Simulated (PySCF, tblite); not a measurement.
# C₄H₇FO: magnetic properties

Wanted: magnetic properties for C₄H₇FO (`C/C=C(/F)CO`).

Programs: tblite 0.8.0 and PySCF 2.14.0, with routines of our own; each step states its level. All values are computed. Atoms count from 0.

## 1. The system as given

13 atoms, charge 0, multiplicity 1; geometry from: force field or distance geometry start.

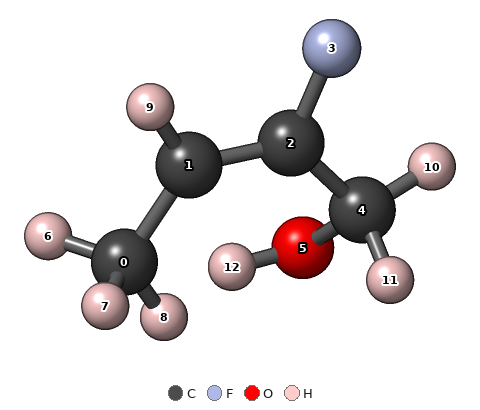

The starting geometry (carbon dark grey, fluorine light blue, oxygen red, hydrogen pink).

## 2. Geometry optimisation with GFN2-xTB, one coordinate held

Job settings and geometry (Å):

```
{"job": {"kind": "relax", "xc": "GFN2-xTB", "basis": "xTB"}, "charge": 0, "multiplicity": 1}
C     -1.713100    -0.606500    -0.500700
C     -1.016800     0.539500     0.144300
C      0.320400     0.713600     0.287000
F      0.698900     1.855200     0.916800
C      1.407900    -0.191900    -0.178100
O      1.135300    -0.617500    -1.520700
H     -2.382700    -0.218800    -1.287600
H     -2.330200    -1.124100     0.241900
H     -1.043900    -1.333600    -0.958400
H     -1.662800     1.303200     0.576800
H      2.391700     0.276600    -0.182800
H      1.445600    -1.081600     0.454100
H      0.177600    -0.785000    -1.560500
```

The run is started by

```
$ OMP_NUM_THREADS=1 python excited_run.py task.json out
```

The driver reads the jobs from task.json and runs them one after another.

The log of the run:

```text
step      E/eV     max force
  0    -568.30534    1.928
  1    -568.34835    1.597
  2    -568.37940    0.583
  3    -568.40118    0.470
  4    -568.43695    0.792
  5    -568.46257    0.615
  6    -568.48530    0.369
  7    -568.50055    0.363
  8    -568.51217    0.382
  9    -568.51956    0.255
 10    -568.52512    0.194
 11    -568.52972    0.198
 12    -568.53361    0.209
 13    -568.53666    0.158
 14    -568.53844    0.157
 15    -568.53934    0.156
 16    -568.54001    0.156
 17    -568.54064    0.154
 18    -568.54116    0.151
 19    -568.54159    0.151
 20    -568.54203    0.154
 21    -568.54261    0.178
 22    -568.54337    0.209
 23    -568.54428    0.234
 24    -568.54517    0.242
 25    -568.54596    0.236
 26    -568.54671    0.223
 27    -568.54749    0.240
 28    -568.54854    0.256
 29    -568.55007    0.271
 30    -568.55180    0.279
 31    -568.55331    0.274
 32    -568.55452    0.273
 33    -568.55596    0.287
 34    -568.55807    0.299
 35    -568.56031    0.328
 36    -568.56132    0.312
 37    -568.56513    0.227
 38    -568.56709    0.193
 39    -568.57015    0.168
 40    -568.57122    0.158
 41    -568.57206    0.152
 42    -568.57234    0.152
 43    -568.57272    0.151
 44    -568.57311    0.157
 45    -568.57354    0.151
 46    -568.57392    0.143
 47    -568.57425    0.140
 48    -568.57453    0.133
 49    -568.57484    0.135
 50    -568.57516    0.136
 51    -568.57570    0.143
 52    -568.57586    0.141
 53    -568.57606    0.131
 54    -568.57613    0.128
 55    -568.57622    0.124
 56    -568.57629    0.121
 57    -568.57637    0.116
 58    -568.57642    0.114
 59    -568.57646    0.113
 60    -568.57651    0.111
 61    -568.57660    0.105
 62    -568.57670    0.095
 63    -568.57678    0.088
 64    -568.57682    0.085
 65    -568.57687    0.086
 66    -568.57691    0.087
 67    -568.57695    0.089
 68    -568.57698    0.090
 69    -568.57701    0.090
 70    -568.57704    0.087
 71    -568.57706    0.084
 72    -568.57708    0.082
 73    -568.57709    0.082
```

Run time: 0.34 s. Hardware: 1 thread of Arm Neoverse V2, shared host.

One coordinate is held by a constraint (a dihedral, as typed in the start), so the force along it need not vanish.

Along the way: (not every step is listed)

```
step  energy from step 0 (eV)  largest force (eV/Å)
   0                   0.0000                1.9279
   1                  -0.0430                1.5967
   2                  -0.0741                0.5826
   3                  -0.0958                0.4703
   4                  -0.1316                0.7915
   5                  -0.1572                0.6151
   6                  -0.1800                0.3692
   7                  -0.1952                0.3626
   8                  -0.2068                0.3819
  14                  -0.2331                0.1567
  20                  -0.2367                0.1539
  26                  -0.2414                0.2234
  32                  -0.2492                0.2730
  38                  -0.2618                0.1929
  44                  -0.2678                0.1565
  50                  -0.2698                0.1357
  56                  -0.2709                0.1208
  62                  -0.2714                0.0951
  68                  -0.2716                0.0901
  69                  -0.2717                0.0896
  70                  -0.2717                0.0870
  71                  -0.2717                0.0841
  72                  -0.2717                0.0824
  73                  -0.2717                0.0822
```

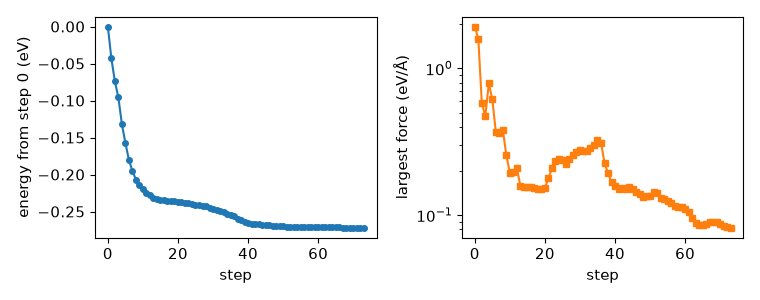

Energy and largest force along the relaxation.

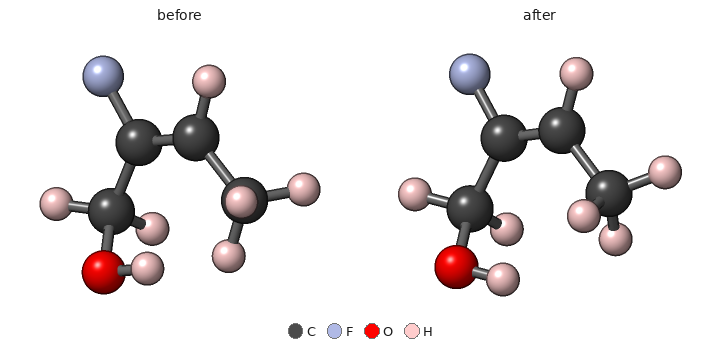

The geometry before (left) and after (right).

Close pairs (by a distance rule), those that changed most:

```
  bond  before (Å)  after (Å)  change (Å)
 C1–C2       1.356      1.324      -0.032
 C4–O5       1.435      1.404      -0.030
 C2–C4       1.490      1.506      +0.016
 C0–H6       1.104      1.091      -0.013
C4–H11       1.092      1.104      +0.012
O5–H12       0.973      0.963      -0.010
 C1–H9       1.090      1.080      -0.009
 C0–H7       1.096      1.087      -0.008
```

The end geometry stands in the next job.

## 3. Magnetic properties: GIAO KT3/pcSseg-1

Job settings and geometry (Å):

```
{"job": {"kind": "mag", "xc": "KT3", "basis": "pcSseg-1", "isotopologues": 0}, "charge": 0, "multiplicity": 1}
C     -1.752634    -0.601001    -0.442105
C     -1.042457     0.515314     0.253266
C      0.270174     0.683240     0.308271
F      0.750713     1.720792     1.043426
C      1.373713    -0.144313    -0.296309
O      1.176900    -0.481769    -1.645341
H     -1.936143    -0.350260    -1.487855
H     -2.718020    -0.770147     0.028821
H     -1.185119    -1.529035    -0.392439
H     -1.661477     1.247736     0.750961
H      2.297845     0.437609    -0.262615
H      1.517915    -1.054182     0.311935
H      0.337181    -0.942413    -1.741219
```

With the program's defaults for keys left out, this is: GIAO KT3/pcSseg-1 magnetisability, rotational g tensor and spin-rotation constants, non-relativistic, gas phase.

The log of the run:

```text
coarse grid: 10856 points
cycle   1  E = -336.0901692655  dE =  6.584e-01  |g| = 9.407e-01  |ddm| = 3.163e+00
cycle   2  E = -335.7408893390  dE =  3.493e-01  |g| = 1.649e+00  |ddm| = 2.319e+00
cycle   3  E = -336.2432149777  dE = -5.023e-01  |g| = 1.910e-01  |ddm| = 1.743e+00
cycle   4  E = -336.2510409041  dE = -7.826e-03  |g| = 7.978e-02  |ddm| = 2.504e-01
cycle   5  E = -336.2522001408  dE = -1.159e-03  |g| = 4.560e-02  |ddm| = 1.046e-01
cycle   6  E = -336.2527257902  dE = -5.256e-04  |g| = 7.655e-03  |ddm| = 4.292e-02
cycle   7  E = -336.2527393865  dE = -1.360e-05  |g| = 2.265e-03  |ddm| = 8.574e-03
cycle   8  E = -336.2527401674  dE = -7.809e-07  |g| = 8.496e-04  |ddm| = 2.515e-03
final grid: 105248 points
cycle   9  E = -336.3273178086  dE = -1.490e-04  |g| = 2.948e-02  |ddm| = 5.883e-02
cycle  10  E = -336.3269409174  dE =  3.769e-04  |g| = 5.602e-02  |ddm| = 6.424e-02
cycle  11  E = -336.3274456430  dE = -5.047e-04  |g| = 3.974e-03  |ddm| = 4.601e-02
cycle  12  E = -336.3274497253  dE = -4.082e-06  |g| = 9.223e-04  |ddm| = 3.974e-03
cycle  13  E = -336.3274499148  dE = -1.895e-07  |g| = 2.270e-04  |ddm| = 8.724e-04
cycle  14  E = -336.3274499254  dE = -1.062e-08  |g| = 8.160e-05  |ddm| = 2.497e-04
cycle  15  E = -336.3274499267  dE = -1.236e-09  |g| = 1.934e-05  |ddm| = 7.679e-05
cycle  16  E = -336.3274499268  dE = -7.117e-11  |g| = 4.151e-06  |ddm| = 2.227e-05
converged SCF energy = -336.3274499268

Magnetisability tensor (1e-30 J/T^2)
     -786.17      -44.66      -31.25
      -44.66     -837.68       -7.49
      -31.25       -7.49     -936.84
isotropic -853.56   principal values    -945.72   -857.71   -757.27
isotropic susceptibility -51.403 1e-6 cm^3/mol

Inertial axes            a          b          c
rot. const./GHz      3.7525     3.4637     1.9111
chi total           -54.474    -47.218    -52.516
chi diamagnetic    -394.238   -412.328   -690.829
chi paramagnetic    339.764    365.110    638.313
quadrupole/D A        2.616     -2.162     -0.454
g nuclear            0.5795     0.5689     0.5631
g electronic        -0.5990    -0.5941    -0.5731
g total             -0.0194    -0.0252    -0.0100

Spin-rotation constants (kHz, H = +C I.J)
atom  isotope        aa         bb         cc
  3    19F        4.689      5.362      2.029
  6     1H       -0.297     -0.318     -0.026
  7     1H       -0.329      0.006     -0.198
  8     1H       -0.373     -0.171     -0.087
  9     1H       -0.304      0.190     -0.192
 10     1H       -0.005     -0.144     -0.191
 11     1H       -0.341     -0.309      0.107
 12     1H       -0.064     -0.341     -0.252
  0    13C*       0.501      0.503      0.246
  1    13C*       1.290      1.042      0.300
  2    13C*       1.662      1.294      0.531
  4    13C*       0.748      0.778      0.439
  5    17O*      -0.384     -0.203     -0.195
* in the singly substituted isotopologue
```

Run time: 16 s. Hardware: 1 thread of Arm Neoverse V2, shared host; peak memory 0.46 GiB.

In short:

```
              quantity                      value
       magnetisability            -854·10⁻³⁰ J/T²
  molar susceptibility         -51.4·10⁻⁶ cm³/mol
rotational g (a, b, c)  -0.0194, -0.0252, -0.0100
```

## 4. Summary of results

| quantity | value |
| --- | --- |
| magnetisability (step 3, GIAO KT3/pcSseg-1) | -854·10⁻³⁰ J/T² |
| molar susceptibility (step 3, GIAO KT3/pcSseg-1) | -51.4·10⁻⁶ cm³/mol |
| rotational g (a, b, c) (step 3, GIAO KT3/pcSseg-1) | -0.0194, -0.0252, -0.0100 |

**Reading.** The values above hold for this geometry and these levels alone. Vibrational averaging and real surroundings are missing from these values.
